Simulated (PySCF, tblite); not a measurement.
# C₇H₁₀NO+: excited states, first hyperpolarisability

Aim: compute the excited states, first hyperpolarisability of C₇H₁₀NO+ (`CN(C)c1cc[o+]cc1`).

Programs: tblite 0.8.0 and PySCF 2.14.0, with routines of our own; each step states its level. All values are computed. Atoms count from 0.

### Step 1. The system as given

19 atoms, charge 1, multiplicity 1; geometry from: force field or distance geometry start.

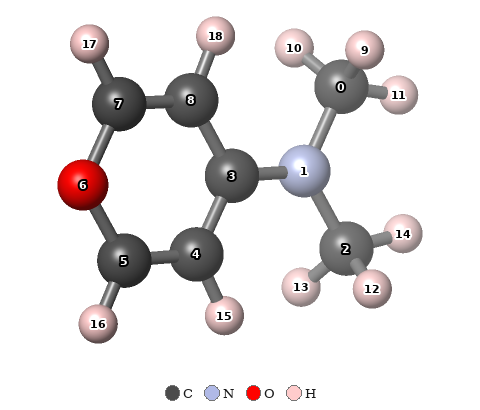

The starting geometry (carbon dark grey, nitrogen light blue, oxygen red, hydrogen pink).

### Step 2. Geometry optimisation with GFN2-xTB

The job: settings as JSON, then the geometry in Å.

```
{"job": {"kind": "relax", "xc": "GFN2-xTB", "basis": "xTB"}, "charge": 1, "multiplicity": 1}
C     -1.763200    -1.313100     0.435900
N     -1.088700    -0.122400    -0.099400
C     -1.922900     0.873000    -0.737500
C      0.289300     0.041300     0.013300
C      0.941200     1.158700    -0.472400
C      2.310100     1.336400    -0.379500
O      3.132300     0.369400     0.248800
C      2.476300    -0.772700     0.766100
C      1.100000    -0.925500     0.642900
H     -1.630200    -1.392200     1.523900
H     -1.404700    -2.221300    -0.051100
H     -2.856200    -1.275900     0.264200
H     -1.867700     1.838700    -0.209000
H     -1.634100     1.008100    -1.790600
H     -2.992100     0.597700    -0.738100
H      0.385800     1.953400    -0.964800
H      2.787800     2.233900    -0.778000
H      3.062200    -1.551900     1.252700
H      0.665100    -1.826000     1.065200
```

Command:

```
> OMP_NUM_THREADS=1 python excited_run.py task.json out
```

One launch serves the whole session: the jobs run in the order shown.

Standard output:

```text
step      E/eV     max force
  0    -724.74326    3.819
  1    -725.11504    1.366
  2    -725.22077    1.185
  3    -725.32645    0.799
  4    -725.38939    0.665
  5    -725.41241    0.311
  6    -725.41964    0.254
  7    -725.42554    0.309
  8    -725.42895    0.190
  9    -725.43028    0.083
 10    -725.43108    0.078
 11    -725.43163    0.061
 12    -725.43202    0.053
 13    -725.43234    0.048
 14    -725.43264    0.055
 15    -725.43289    0.037
 16    -725.43307    0.033
 17    -725.43317    0.020
 18    -725.43323    0.015
 19    -725.43328    0.016
 20    -725.43333    0.020
 21    -725.43337    0.018
 22    -725.43340    0.011
 23    -725.43341    0.005
```

It took 0.16 s on 1 thread of Arm Neoverse V1, shared host.

Relaxation path:

| step | energy from step 0 (eV) | largest force (eV/Å) |
| --- | --- | --- |
| 0 | 0.0000 | 3.8186 |
| 1 | -0.3718 | 1.3657 |
| 2 | -0.4775 | 1.1847 |
| 3 | -0.5832 | 0.7988 |
| 4 | -0.6461 | 0.6654 |
| 5 | -0.6692 | 0.3110 |
| 6 | -0.6764 | 0.2536 |
| 7 | -0.6823 | 0.3092 |
| 8 | -0.6857 | 0.1901 |
| 9 | -0.6870 | 0.0829 |
| 10 | -0.6878 | 0.0776 |
| 11 | -0.6884 | 0.0606 |
| 12 | -0.6888 | 0.0532 |
| 13 | -0.6891 | 0.0481 |
| 14 | -0.6894 | 0.0555 |
| 15 | -0.6896 | 0.0369 |
| 16 | -0.6898 | 0.0326 |
| 17 | -0.6899 | 0.0199 |
| 18 | -0.6900 | 0.0153 |
| 19 | -0.6900 | 0.0156 |
| 20 | -0.6901 | 0.0197 |
| 21 | -0.6901 | 0.0179 |
| 22 | -0.6901 | 0.0110 |
| 23 | -0.6902 | 0.0054 |

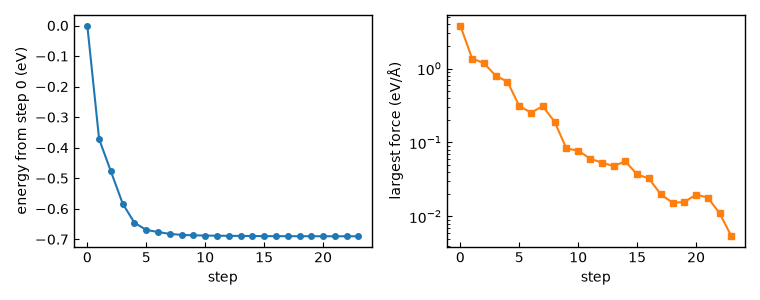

Energy and force, step by step.

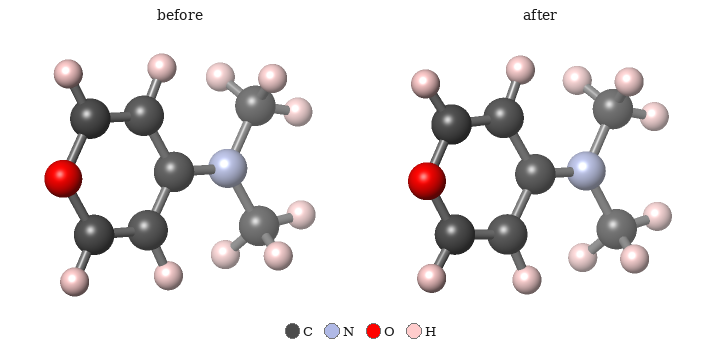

Before and after, at one scale.

Distances of close pairs at the start and the end, largest changes first:

```csv
bond,before (Å),after (Å),change (Å)
C5–O6,1.416,1.325,-0.091
O6–C7,1.415,1.325,-0.090
N1–C3,1.392,1.318,-0.074
C3–C4,1.382,1.433,+0.051
C7–C8,1.390,1.355,-0.036
C4–C5,1.384,1.354,-0.029
C3–C8,1.410,1.433,+0.023
C0–N1,1.469,1.448,-0.022
```

The final coordinates are the input of the step that follows.

### Step 3. Infrared spectrum with GFN2-xTB

The job: settings as JSON, then the geometry in Å.

```
{"job": {"kind": "ir", "xc": "GFN2-xTB", "basis": "xTB"}, "charge": 1, "multiplicity": 1}
C     -1.738090    -1.305086     0.438633
N     -1.083397    -0.126378    -0.088083
C     -1.898082     0.880127    -0.735065
C      0.221804     0.026721     0.018516
C      0.910797     1.176675    -0.488313
C      2.254656     1.274034    -0.349674
O      2.999998     0.351045     0.241301
C      2.402055    -0.728019     0.725924
C      1.066884    -0.943202     0.650250
H     -1.585187    -1.386945     1.516088
H     -1.360757    -2.208517    -0.043457
H     -2.806129    -1.244186     0.252730
H     -1.821454     1.836523    -0.215103
H     -1.596415     1.015930    -1.774989
H     -2.939015     0.571582    -0.723123
H      0.381436     1.972140    -0.981136
H      2.828903     2.115596    -0.711357
H      3.089498    -1.422100     1.189162
H      0.662691    -1.846687     1.070236
```

Standard output:

```text
mode    cm-1     km/mol
  1      -3.0      0.00
  2     108.5      0.15
  3     145.7      1.56
  4     160.0      0.00
  5     242.5      0.01
  6     304.7     10.90
  7     377.8      0.86
  8     403.1      0.03
  9     472.9      6.74
 10     473.5      0.28
 11     525.0      0.07
 12     624.4      0.52
 13     678.3      5.80
 14     760.0     11.05
 15     813.0     58.39
 16     845.5      0.03
 17     894.6      0.83
 18     902.7      0.01
 19     960.0     52.29
 20     975.7     24.54
 21    1035.5      7.82
 22    1035.8     60.20
 23    1074.7      0.00
 24    1090.4      0.16
 25    1093.3      3.92
 26    1168.8      7.07
 27    1191.8     10.09
 28    1227.1      0.12
 29    1241.0     21.52
 30    1271.4      2.37
 31    1336.2     15.04
 32    1406.7     30.52
 33    1413.5      0.66
 34    1421.9      0.54
 35    1447.7      0.00
 36    1456.6      3.16
 37    1463.6     41.92
 38    1473.3      8.41
 39    1519.6      1.39
 40    1579.3     26.12
 41    1601.5    747.01
 42    2995.3      0.21
 43    2996.3      5.50
 44    3005.0      1.05
 45    3006.8      5.46
 46    3070.0      0.58
 47    3076.2      0.00
 48    3089.6     13.80
 49    3090.2     20.53
 50    3148.5      0.27
 51    3149.7      1.62
```

It took 0.67 s on 1 thread of Arm Neoverse V1, shared host.

Which atoms move in the most intense modes:

```csv
cm⁻¹,km/mol,atoms
813,58.4,"H15 23 %, H18 23 %, C3 14 %"
960,52.3,"O6 26 %, C8 18 %, C4 18 %"
976,24.5,"C8 13 %, C4 13 %, N1 12 %"
1036,60.2,"C7 22 %, C5 20 %, H18 13 %, O6 11 %"
1407,30.5,"H12 12 %, H13 12 %, H9 12 %, H10 12 %"
1464,41.9,"H11 25 %, H14 25 %, H12 11 %, H9 11 %"
1579,26.1,"C3 36 %, N1 35 %"
1602,747.0,"C4 21 %, C8 21 %, C3 16 %, C5 16 %"
```

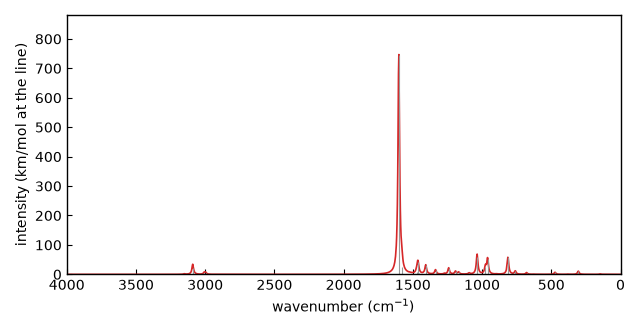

The infrared spectrum from these modes, unscaled. Lines are broadened to a width of 14 cm⁻¹ (Lorentzian).

### Step 4. Excited states: TDA PBE0/def2-SVP

Settings changed since step 3:

```diff
@@ -1,2 +1,2 @@
-{"job": {"kind": "ir", "xc": "GFN2-xTB", "basis": "xTB"}, "charge": 1, "multiplicity": 1}
+{"job": {"kind": "states", "xc": "PBE0", "basis": "def2-SVP", "tda": true, "soc": true, "nstates": 5, "ntriplets": 6, "nquad": 4}, "charge": 1, "multiplicity": 1}
 C     -1.738090    -1.305086     0.438633
```

Level: TDA PBE0/def2-SVP excited states, vertical, gas phase, spin-orbit mean-field couplings.

Standard output:

```text
coarse grid: 15952 points
cycle   1  E = -401.6247990560  dE =  1.832e+00  |g| = 4.422e-01  |ddm| = 4.682e+00
cycle   2  E = -401.6046714381  dE =  2.013e-02  |g| = 5.569e-01  |ddm| = 8.259e-01
cycle   3  E = -401.6645419494  dE = -5.987e-02  |g| = 1.095e-01  |ddm| = 4.635e-01
cycle   4  E = -401.6661506583  dE = -1.609e-03  |g| = 6.268e-02  |ddm| = 1.490e-01
cycle   5  E = -401.6671661362  dE = -1.015e-03  |g| = 1.146e-02  |ddm| = 7.099e-02
cycle   6  E = -401.6671954863  dE = -2.935e-05  |g| = 4.697e-03  |ddm| = 1.578e-02
cycle   7  E = -401.6672006833  dE = -5.197e-06  |g| = 5.031e-04  |ddm| = 4.187e-03
final grid: 154376 points
cycle   8  E = -401.7280534124  dE = -5.254e-05  |g| = 1.047e-02  |ddm| = 5.172e-02
cycle   9  E = -401.7280269699  dE =  2.644e-05  |g| = 1.555e-02  |ddm| = 2.084e-02
cycle  10  E = -401.7280755509  dE = -4.858e-05  |g| = 3.277e-03  |ddm| = 1.439e-02
cycle  11  E = -401.7280782042  dE = -2.653e-06  |g| = 5.227e-04  |ddm| = 3.480e-03
cycle  12  E = -401.7280782635  dE = -5.929e-08  |g| = 1.659e-04  |ddm| = 6.156e-04
cycle  13  E = -401.7280782703  dE = -6.802e-09  |g| = 3.490e-05  |ddm| = 2.098e-04
cycle  14  E = -401.7280782705  dE = -2.184e-10  |g| = 1.975e-05  |ddm| = 4.883e-05
converged SCF energy = -401.7280782705

Singlet excitations
state   eV       nm        f     d(h-e)  d(exc)  Lambda  PR(NTO)  |dmu|/D   mu/D   main configurations
  1   5.4224   228.7   0.01008   1.599   3.259   0.561   1.059    3.751    5.231   H->L+1 0.96
  2   5.4398   227.9   0.44973   0.991   3.169   0.733   1.278    1.391    2.872   H->L 0.87, H-1->L+1 0.09
  3   6.3041   196.7   0.16034   0.538   2.766   0.609   1.176    0.804    0.677   H-1->L 0.92
  4   7.3618   168.4   0.00000   1.107   3.221   0.363   1.008    2.788    4.268   H-3->L 0.81, H-5->L 0.18
  5   7.3828   167.9   0.31217   0.963   3.057   0.778   2.048                     H-2->L 0.52, H-1->L+1 0.41

Triplet excitations (Tamm-Dancoff)
state   eV     d(h-e)  d(exc)  Lambda  PR(NTO)   main configurations
  1   3.3476   0.947   2.956   0.724   1.052   H->L 0.97
  2   4.2097   0.689   2.619   0.583   1.887   H->L+1 0.59, H-1->L 0.35
  3   4.9039   0.071   2.316   0.898   1.171   H-1->L+1 0.92
  4   4.9614   0.056   2.953   0.595   1.862   H-1->L 0.64, H->L+1 0.36
  5   6.1911   0.631   2.727   0.689   1.052   H-2->L 0.94
  6   6.9368   1.076   2.765   0.489   1.042   H-4->L 0.96
S1 - T1 = 2.0747 eV

Spin-orbit couplings |<S|Hso|T>| (cm-1)
             T1       T2       T3       T4       T5       T6
S0        0.009    0.055    0.011    0.136    0.030   35.806
S1        0.077    0.004    0.010    0.000    0.002    0.588
S2        0.004    0.069    0.005    0.033    0.020   16.491
S3        0.038    0.003    0.072    0.000    0.008    1.006
S4        8.181    0.098    2.081    0.102    0.697   16.771
S5        1.148    0.025    0.273    0.059    0.824    3.811
T1 sublevels (cm-1): 0.000 0.002 0.013   radiative rates (1/s): 4.25e-07 0.00202 0.102
```

Wall time 39 s (1 thread of Arm Neoverse V1, shared host); peak memory 0.84 GiB.

Key values:

```csv
quantity,value
S1 less T1,2.07 eV
```

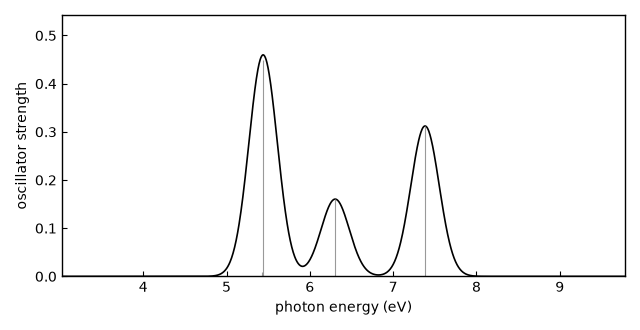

Absorption lines of the singlets. Lines are broadened to a width of 0.40 eV (Gaussian).

The fields below are evaluated on a grid from the run's orbitals.

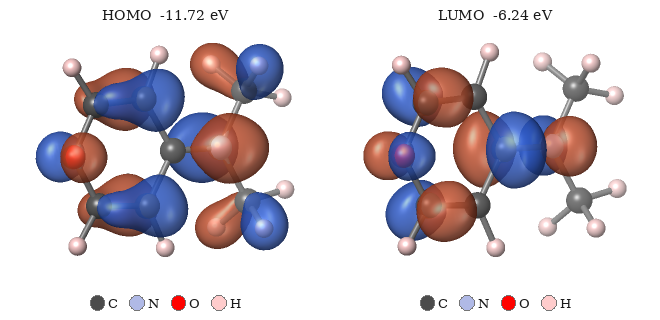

Frontier orbitals at PBE0/def2-SVP; each surface holds 70 % of the orbital's density, blue and red mark the sign.

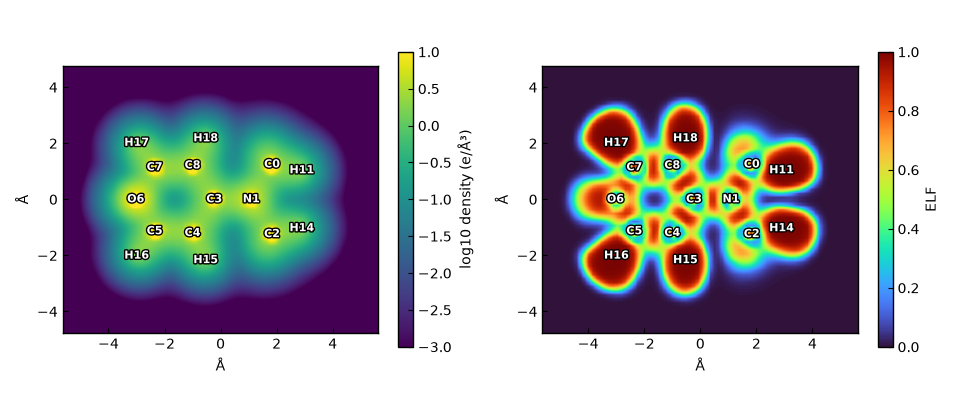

Density (left) and ELF (right) in a plane through or near 15 of the atoms.

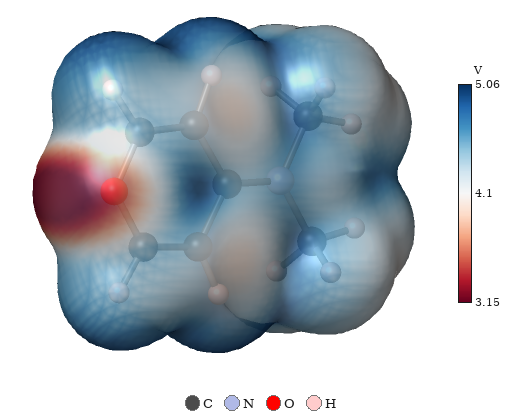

The potential that a unit positive charge feels on the 0.002 e/bohr³ surface, from the 1st to the 99th percentile, from 3.15 V near O6 to 5.06 V near H18.

### Step 5. Excited states: TDDFT CAM-B3LYP/def2-SVPD

Settings changed since step 4:

```diff
@@ -1,2 +1,2 @@
-{"job": {"kind": "states", "xc": "PBE0", "basis": "def2-SVP", "tda": true, "soc": true, "nstates": 5, "ntriplets": 6, "nquad": 4}, "charge": 1, "multiplicity": 1}
+{"job": {"kind": "states", "xc": "CAM-B3LYP", "basis": "def2-SVPD", "tpa": true, "nstates": 6, "nquad": 5, "ntriplets": 0}, "charge": 1, "multiplicity": 1}
 C     -1.738090    -1.305086     0.438633
```

Method: TDDFT CAM-B3LYP/def2-SVPD excited states, vertical, gas phase, two-photon moments by quadratic response.

Standard output:

```text
coarse grid: 15952 points
cycle   1  E = -401.8644901915  dE =  2.141e+00  |g| = 4.904e-01  |ddm| = 1.721e+01
cycle   2  E = -401.8755665029  dE = -1.108e-02  |g| = 4.977e-01  |ddm| = 2.502e+00
cycle   3  E = -401.9201025520  dE = -4.454e-02  |g| = 9.902e-02  |ddm| = 1.591e+00
cycle   4  E = -401.9214814371  dE = -1.379e-03  |g| = 5.022e-02  |ddm| = 3.221e-01
cycle   5  E = -401.9220667076  dE = -5.853e-04  |g| = 9.675e-03  |ddm| = 1.477e-01
cycle   6  E = -401.9220886251  dE = -2.192e-05  |g| = 3.348e-03  |ddm| = 4.522e-02
cycle   7  E = -401.9220913641  dE = -2.739e-06  |g| = 6.633e-04  |ddm| = 1.101e-02
final grid: 154376 points
cycle   8  E = -402.0035507976  dE = -5.397e-05  |g| = 4.045e-03  |ddm| = 1.994e-01
cycle   9  E = -402.0035522667  dE = -1.469e-06  |g| = 3.471e-03  |ddm| = 3.453e-02
cycle  10  E = -402.0035548626  dE = -2.596e-06  |g| = 7.694e-04  |ddm| = 1.205e-02
cycle  11  E = -402.0035549666  dE = -1.040e-07  |g| = 2.580e-04  |ddm| = 1.967e-03
cycle  12  E = -402.0035549806  dE = -1.400e-08  |g| = 7.479e-05  |ddm| = 8.998e-04
cycle  13  E = -402.0035549819  dE = -1.358e-09  |g| = 1.587e-05  |ddm| = 2.906e-04
cycle  14  E = -402.0035549820  dE = -7.424e-11  |g| = 5.299e-06  |ddm| = 7.350e-05
converged SCF energy = -402.0035549820

Singlet excitations
state   eV       nm        f     d(h-e)  d(exc)  Lambda  PR(NTO)  |dmu|/D   mu/D   delta(TPA)   sigma/GM   main configurations
  1   5.1845   239.1   0.39179   0.748   3.024   0.708   1.244    1.612    3.072      111.12      1.094   H->L 0.95
  2   5.5514   223.3   0.00013   0.923   2.987   0.569   1.397    2.404    3.864        0.25      0.003   H->L+1 0.84, H-1->L 0.14
  3   6.1604   201.3   0.14276   0.152   2.886   0.600   1.485    0.187    1.273       49.28      0.685   H-1->L 0.83, H->L+1 0.15
  4   7.3365   169.0   0.37212   0.296   2.763   0.824   1.821    0.701    2.161      203.63      4.015   H-1->L+1 0.74, H-2->L 0.21
  5   7.4795   165.8   0.05834   0.281   3.607   0.385   1.029    1.531    0.071        3.45      0.071   H->L+2 0.91
  6   7.5637   163.9   0.00167   0.988   2.748   0.485   1.037                                            H-4->L 0.97
```

It took 92 s on 1 thread of Arm Neoverse V1, shared host; peak memory 1.2 GiB.

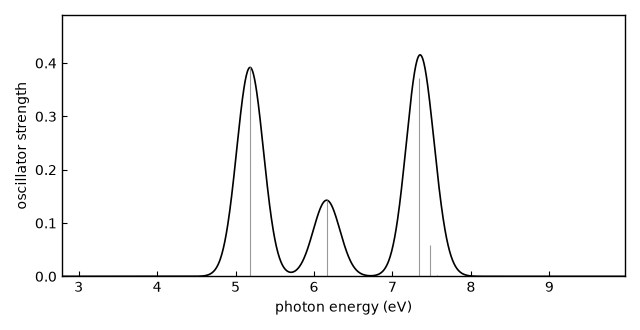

Absorption lines of the singlets. Lines are broadened to a width of 0.40 eV (Gaussian).

### Step 6. First hyperpolarisability: quadratic response wB97X-D/def2-SVPD

Settings changed since step 5:

```diff
@@ -1,2 +1,2 @@
-{"job": {"kind": "states", "xc": "CAM-B3LYP", "basis": "def2-SVPD", "tpa": true, "nstates": 6, "nquad": 5, "ntriplets": 0}, "charge": 1, "multiplicity": 1}
+{"job": {"kind": "beta", "xc": "wB97X-D", "basis": "def2-SVPD", "wavelengths": [1064, 800]}, "charge": 1, "multiplicity": 1}
 C     -1.738090    -1.305086     0.438633
```

Level: quadratic response wB97X-D/def2-SVPD first hyperpolarisability, Taylor convention, gas phase.

Standard output:

```text
coarse grid: 15952 points
cycle   1  E = -401.9465059289  dE =  2.229e+00  |g| = 4.951e-01  |ddm| = 1.362e+01
cycle   2  E = -401.9723128615  dE = -2.581e-02  |g| = 4.431e-01  |ddm| = 2.035e+00
cycle   3  E = -402.0073488067  dE = -3.504e-02  |g| = 9.451e-02  |ddm| = 1.495e+00
cycle   4  E = -402.0087676883  dE = -1.419e-03  |g| = 4.272e-02  |ddm| = 3.505e-01
cycle   5  E = -402.0091953209  dE = -4.276e-04  |g| = 8.438e-03  |ddm| = 1.476e-01
cycle   6  E = -402.0092129672  dE = -1.765e-05  |g| = 2.769e-03  |ddm| = 4.202e-02
cycle   7  E = -402.0092150289  dE = -2.062e-06  |g| = 7.556e-04  |ddm| = 1.049e-02
final grid: 154376 points
cycle   8  E = -402.0734359288  dE = -1.447e-04  |g| = 5.513e-03  |ddm| = 3.593e-01
cycle   9  E = -402.0734386179  dE = -2.689e-06  |g| = 5.198e-03  |ddm| = 5.586e-02
cycle  10  E = -402.0734441565  dE = -5.539e-06  |g| = 9.199e-04  |ddm| = 1.032e-02
cycle  11  E = -402.0734443465  dE = -1.901e-07  |g| = 4.169e-04  |ddm| = 7.138e-03
cycle  12  E = -402.0734443884  dE = -4.188e-08  |g| = 6.282e-05  |ddm| = 1.726e-03
cycle  13  E = -402.0734443900  dE = -1.604e-09  |g| = 2.559e-05  |ddm| = 3.524e-04
cycle  14  E = -402.0734443903  dE = -2.835e-10  |g| = 9.397e-06  |ddm| = 1.945e-04
converged SCF energy = -402.0734443903

Lowest singlets (eV, f): 5.1905 0.3871  5.5549 0.0002  6.1463 0.1433

First hyperpolarisability (au)
process     nm      |vector|   parallel      HRS      DR
static         -      253.60     152.16     132.18   2.956
shg       1064.0      344.85     206.91      176.1   3.135
eope      1064.0      279.37     167.62          -       -
shg        800.0      456.33      273.8     229.28   3.296
eope       800.0      302.02     181.21          -       -
```

It took 74 s on 1 thread of Arm Neoverse V1, shared host; peak memory 1.1 GiB.

### Step 7. Summary of results

| quantity | value |
| --- | --- |
| strongest single infrared mode (GFN2-xTB) | 1602 cm⁻¹, 747 km/mol |
| zero-point energy (GFN2-xTB) | 98.4 kcal/mol |
| S1 less T1 (step 4, TDA PBE0/def2-SVP) | 2.07 eV |
| β vector (step 6, quadratic response wB97X-D/def2-SVPD) | static 254, SHG 1064.0 nm 345, SHG 800.0 nm 456 au |

**Reading.** The lowest mode is slightly imaginary (3i cm⁻¹), a soft motion within the noise of the Hessian, so the minimum is not strictly shown. The strongest single mode, at 1602 cm⁻¹, is spread over several atoms, C4, C8, C3, C5 among them. Unscaled tight-binding wavenumbers are off by several per cent, some by more. Its intensities can rank the bands wrongly. In step 4, the number of triplets below S1 is 4, and the largest singlet-triplet spin-orbit coupling is S0–T6, 35.81 cm⁻¹. By nearest atom (PBE0/def2-SVP), the HOMO sits on N1 35 %; C4, C8 about 11 % each and the LUMO on C3 25 %; C5, C7 about 15 % each. β grows from 254 au (static) to 456 au for doubling at 800.0 nm: normal dispersion, which grows as twice the photon energy moves toward the bright states.
